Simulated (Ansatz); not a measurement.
# Phonon calculation, with input and output: C₃H₆ClFOSi

System: C₃H₆ClFOSi, SMILES CCC(=O)[SiH](F)Cl.
Method: RKS BLYP-D4/6-31G (Ansatz 0.2.0).

It belongs to a series of runs on one base structure; here: vibrations at the highest image of the band. Figures and captions count atoms from 1; the log counts them from 0 in places.

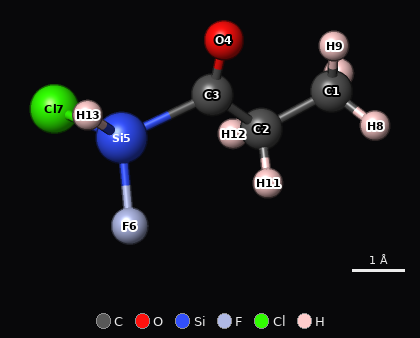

**Figure 1.** The structure (ball-and-stick view, seen at a tilt; atoms are numbered from 1 in the order of the input). Bond lengths as drawn: Cl–Si 2.20 Å, C–C 1.52 to 1.55 Å, C–H 1.10 to 1.11 Å, C–O 1.25 Å, C–Si 1.97 Å, F–Si 1.71 Å and H–Si 1.50 Å.

The input
```yaml
crystal:
  periodic: [false, false, false]
  atoms:
    - { symbol: C, position_ang: [0.400468, -1.483557, 1.496964] }
    - { symbol: C, position_ang: [-0.345811, -0.535599, 0.523168] }
    - { symbol: C, position_ang: [0.55664, 0.410249, -0.249215] }
    - { symbol: O, position_ang: [1.804186, 0.45807, -0.164335] }
    - { symbol: Si, position_ang: [-0.274361, 1.663219, -1.518067] }
    - { symbol: F, position_ang: [-1.75522, 2.244597, -0.87908] }
    - { symbol: Cl, position_ang: [-0.724077, 0.540743, -3.361426] }
    - { symbol: H, position_ang: [0.045578, -1.353133, 2.531497] }
    - { symbol: H, position_ang: [1.48273, -1.27527, 1.478217] }
    - { symbol: H, position_ang: [0.255139, -2.540304, 1.220947] }
    - { symbol: H, position_ang: [-1.095336, 0.096743, 1.041436] }
    - { symbol: H, position_ang: [-0.935379, -1.092305, -0.233814] }
    - { symbol: H, position_ang: [0.605742, 2.831747, -1.871592] }
basis:
  gaussian: { orbitals: "6-31G" }
hamiltonian:
  xc: blyp
  dispersion: d4
phonons: {}
```

Hardware: 1 thread of Arm Neoverse V1, 24 GiB of memory available, shared host.

Run as:
```bash
ansatz run input.yaml --threads 1 --pin off --max-ram 2048MiB --backend cpu --events-out ev --progress --plain --runs-dir out
```

Output
```
Engine: ansatz 0.2.0, aarch64-unknown-linux-gnu
Functional definition: BLYP
  parameter beta = 0.0042
  parameter a = 0.04918
  parameter b = 0.132
  parameter c = 0.2533
  parameter d = 0.349
  exchange = b88_x(beta = beta)
  correlation = lyp_c(a = a, b = b, c = c, d = d)
1100 factors; integrals over basis functions are off by at most 1.5e-4 eV
mean field evaluation 1: about -28357.5190 eV, gradient 7.1e1 eV
mean field evaluation 2: about -28283.4582 eV, gradient 1.8e2 eV
mean field evaluation 4: about -28368.3737 eV, gradient 8.2e0 eV
mean field evaluation 8: about -28368.5772 eV, gradient 2.1e-1 eV
mean field evaluation 16: about -28368.5638 eV, gradient 2.9e-4 eV
mean field -28368.56375839 eV, -1042.5254892175 hartree, gradient 4.6e-5 eV, S^2 0.000000; 0 other end points of the search recorded, 0 dependent functions left out
the calculation of the forces begins
reference -28368.56411317 eV, -1042.5255022556 hartree; 36, 36 occupied and 47, 47 virtual orbitals, 1100 factors
these checks for a lower state are left out or cut short: stability, starts, cluster_reference, orbital_swaps, neighbouring_geometries, increment
1100 factors; integrals over basis functions are off by at most 1.5e-4 eV
mean field -28368.56367972 eV, -1042.5254863268 hartree, gradient 3.0e-6 eV, S^2 0.000000; 0 other end points of the search recorded, 0 dependent functions left out
[... from here on the field's lines of each further geometry are left out, up to the last ...]
the calculation of the forces begins
reference -28368.56412285 eV, -1042.5255026113 hartree; 36, 36 occupied and 47, 47 virtual orbitals, 1100 factors
these checks for a lower state are left out or cut short: stability, starts, cluster_reference, orbital_swaps, neighbouring_geometries, increment
1100 factors; integrals over basis functions are off by at most 1.5e-4 eV
mean field -28368.56373248 eV, -1042.5254882654 hartree, gradient 1.4e-6 eV, S^2 0.000000; 0 other end points of the search recorded, 0 dependent functions left out
the calculation of the forces begins
reference -28368.56408726 eV, -1042.5255013034 hartree; 36, 36 occupied and 47, 47 virtual orbitals, 1100 factors
WARN: phonons: modes at or below zero, which the zero-point energy, F, S and C_V leave out: 1, the lowest at -174.76 cm⁻¹. A minimum has none, and a first-order saddle one
Total energy: -28369.25297486 eV, -1042.5508174559 hartree
Atom 0 at     0.400468    -1.483557     1.496964 Å, force     0.031604    -0.025423     0.025243 eV/Å
Atom 1 at    -0.345811    -0.535599     0.523168 Å, force    -0.012165    -0.007177     0.011030 eV/Å
Atom 2 at     0.556640     0.410249    -0.249215 Å, force     0.028657    -0.011738     0.008814 eV/Å
Atom 3 at     1.804186     0.458070    -0.164335 Å, force    -0.019204     0.008442    -0.002681 eV/Å
Atom 4 at    -0.274361     1.663219    -1.518067 Å, force     0.017654     0.012802    -0.014243 eV/Å
Atom 5 at    -1.755220     2.244597    -0.879080 Å, force    -0.016170     0.012286     0.010065 eV/Å
Atom 6 at    -0.724077     0.540743    -3.361426 Å, force    -0.007275    -0.010933    -0.004658 eV/Å
Atom 7 at     0.045578    -1.353133     2.531497 Å, force     0.000911    -0.006735    -0.014103 eV/Å
Atom 8 at     1.482730    -1.275270     1.478217 Å, force    -0.028733     0.002832    -0.001853 eV/Å
Atom 9 at     0.255139    -2.540304     1.220947 Å, force    -0.003237     0.029238    -0.003316 eV/Å
Atom 10 at    -1.095336     0.096743     1.041436 Å, force     0.003671    -0.002938    -0.007758 eV/Å
Atom 11 at    -0.935379    -1.092305    -0.233814 Å, force     0.002655     0.000375    -0.005568 eV/Å
Atom 12 at     0.605742     2.831747    -1.871592 Å, force     0.001632    -0.001032    -0.000973 eV/Å
Dipole moment:    -0.009923    -0.114501     0.440901 e Å
Vibrations: -174.76 30.06 65.92 106.60 116.24 188.75 261.04 328.08 385.46 430.80 473.70 680.36 724.78 742.99 811.21 835.14 922.05 1041.30 1083.71 1085.66 1225.98 1327.52 1428.51 1452.38 1508.18 1521.08 1607.55 2155.07 2943.94 2965.36 2988.51 3059.78 3062.00 cm⁻¹, zero-point energy 2.328405 eV
```

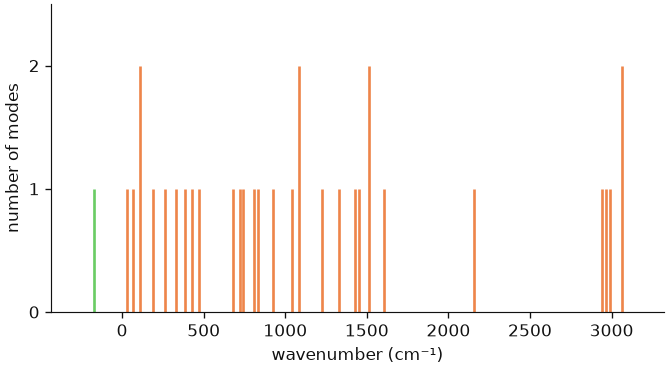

**Figure 2.** Harmonic vibrational wavenumbers from the force constants; neighbouring modes closer than 15 cm⁻¹ are counted in one stick, and imaginary ones are drawn at negative wavenumbers. 33 modes from 175i to 3062 cm⁻¹, 1 imaginary beyond 8i (175i cm⁻¹): a first-order saddle point, if the geometry is stationary.

Key numbers

- outcome: converged
- total energy: −28369.2530 eV
- mean-field energy: −28368.5641 eV
- largest force (length of the vector): 0.048 eV/Å
- wall time: 5.2 min
- peak memory: 0.14 GiB
